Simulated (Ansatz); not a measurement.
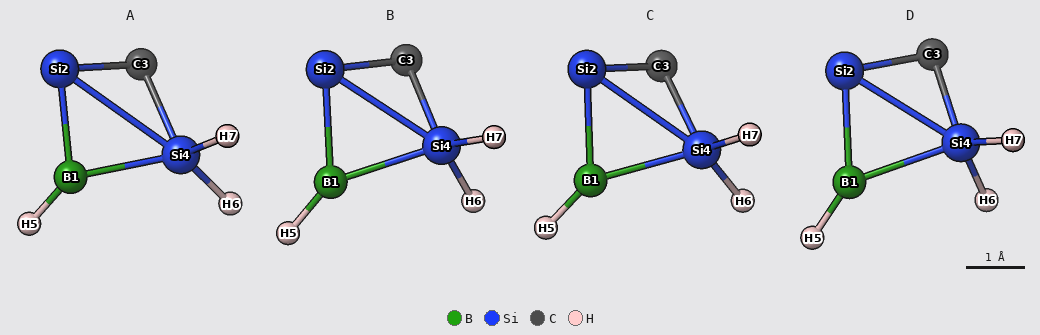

4 geometries from one relaxation of CH$_{3}$BSi$_{2}$, in shuffled order. Style: ball-and-stick. Shown face on.

All numbers below come from Ansatz 0.2.0, RKS PBE0-D4/def2-TZVP. Settings: force threshold 0.005 eV/Å; at most 200 steps.

**Order the frames from highest to lowest energy.**

A, C, B, D. They are steps 0, 1, 2, 10, at +56.6 kJ/mol, +18.6 kJ/mol, +6.66 kJ/mol relative to the last. The energy falls by 56.6 kJ/mol in 9 accepted moves (10 points after the start). Largest force component: 2 eV/Å at the start, 0.0037 eV/Å at the end. The line search rejected the trial step at point 6 of the run. The atom that moves furthest after the best rigid fit is H6 (0.42 Å). Largest moves by element: H 0.42 Å, C 0.26 Å, Si 0.24 Å, B 0.12 Å. Near-neighbour distances that change, for instance: Si2–Si4 2.570 → 2.366 Å, B1–Si4 1.954 → 2.043 Å, B1–Si2 1.880 → 1.934 Å, C3–Si4 1.944 → 1.894 Å. Among the angles between lasting bonds that change: B1–Si4–H6 121.2° → 93.9°, Si2–Si4–H6 147.3° → 123.7°, Si2–Si4–H7 105.5° → 123.5°.
